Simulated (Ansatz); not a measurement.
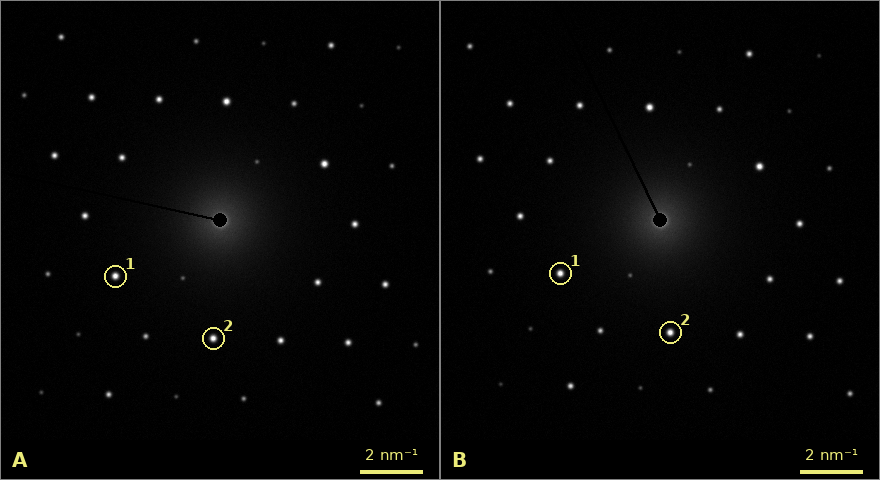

Kinematic electron diffraction patterns (200 kV, B = 0.5 Å², same scale) along [111] of the run's own cell, for the start and the end of one relaxation of NbSb4 with DFT, PAW plane waves, r2scan (Ansatz). k mesh 6×6×5. The start is a generated model structure, and the relaxation ends in the nearest stationary point of its symmetry, not necessarily the ground state. Spot 1 is -1 2 -1 and spot 2 is -2 1 1 in both.

Start structure:

```
CELL_PARAMETERS angstrom
6.29235 0.00000 0.00000
0.00000 6.29235 0.00000
0.00000 0.00000 6.57666
ATOMIC_POSITIONS crystal
Nb 0.00000 0.00000 0.23500
Nb 0.00000 0.00000 0.73500
Sb 0.14400 0.32780 0.00000
Sb 0.67220 0.14400 0.00000
Sb 0.85600 0.67220 0.00000
Sb 0.32780 0.85600 0.00000
Sb 0.85600 0.32780 0.50000
Sb 0.32780 0.14400 0.50000
Sb 0.14400 0.67220 0.50000
Sb 0.67220 0.85600 0.50000
```

Which pattern belongs to the start structure, and which to the relaxed one?

Answer. A is the start: its cell gives d(1) = 2.587 Å, d(2) = 2.587 Å and an angle of 58.6°. B is the relaxed structure, with d(1) = 2.714 Å (+4.9 %), d(2) = 2.714 Å (+4.9 %) and 67.0°.

What did the relaxation do to the structure and the energy?

Answer. The volume changed by +4.2 % to 27.14 Å³ an atom; with the mean shift removed, the atoms moved by up to 0.08 Å relative to the cell (Sb most); the space group went from P4cc (No. 103) to P4/mcc (No. 124); the free energy fell by 160 meV an atom. Relaxed cell: a = 6.906 Å, b = 6.906 Å, c = 5.691 Å, α = 90.00°, β = 90.00°, γ = 90.00°.
